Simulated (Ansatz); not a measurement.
# ClH3O3Zr: what the fields show

```csv
atom,x (Å),y (Å),z (Å)
Cl,0.4205,0.6579,-2.7026
O,-1.4088,1.3618,0.2069
O,1.5506,0.4329,0.6108
O,-0.6313,-1.6316,-0.2616
Zr,-0.0427,0.1790,-0.4109
H,-2.0874,1.9199,0.5823
H,2.3087,0.5408,1.1823
H,-0.9315,-2.5266,-0.1133
```

Geometry: PBE0-D4/def2-SVP; core potentials replace the inner electrons of Zr.

These are results of isolated molecule in a Gaussian basis; Kohn-Sham density functional theory, functional PBE0 in Ansatz 0.2.0, not measurements.

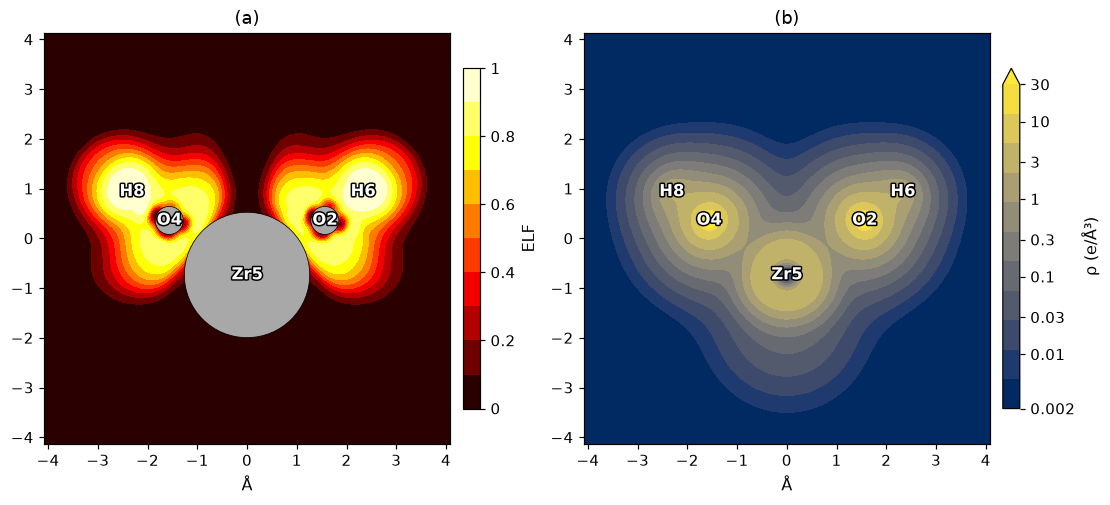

Figure 1. (a) electron localisation function; (b) electron density on the plane of atoms O2, Zr5 and O4. Grey discs cover the atomic cores in the ELF map.

> Read the bonding off the picture.

- Atoms in the plane: O, Zr and H.
- Zr–O (1.91 Å): ρ is about 0.92 e/Å³ halfway; the ELF peaks at about 0.80 in the valence shell of O, 0.5 Å from its nucleus, and drops to about 0.20 between the two atoms.
- O–H (0.96 Å): ρ is about 3.8 e/Å³ halfway; the ELF climbs to about 1 towards the hydrogen, as it does in any bond to H: a covalent bond by its length.

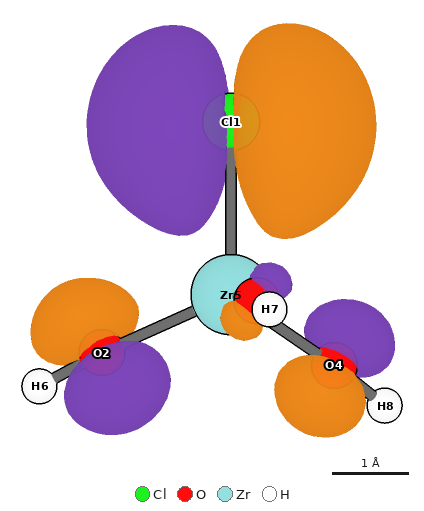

Figure 2. The HOMO at ±0.08 Å⁻³ᐟ² (orange and purple are the two phases), seen from one side.

> What is the character of this orbital?

Its weight (Hirshfeld) is mainly on Cl1 (about 80 %); largely a lone pair of Cl1. It is one of a degenerate set, so its orientation is arbitrary. Its energy is −8.62 eV.
